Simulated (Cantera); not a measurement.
Input: 1 mol CO2, 2.6 mol H2, 3.9 mol O2, held at 593 Torr.

Method: chemical equilibrium by Gibbs-energy minimisation in Cantera with the NASA 1993 tables (ideal gas, pure condensed phases). Candidate condensed phases: C, C6H6, C7H8, C8H18, H2O; 131 gas species. Ions and electrons are included (thermal ionisation). The numbers say what is thermodynamically allowed, not how fast it happens.

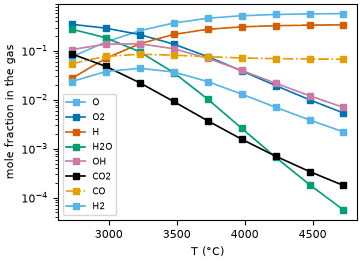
Figure: Equilibrium gas composition (values under 1e-9 drawn at 1e-9)

From 2727 °C to 4727 °C nothing is condensed. The main C-bearing gas is CO2 at 2727 °C and CO at 4727 °C.
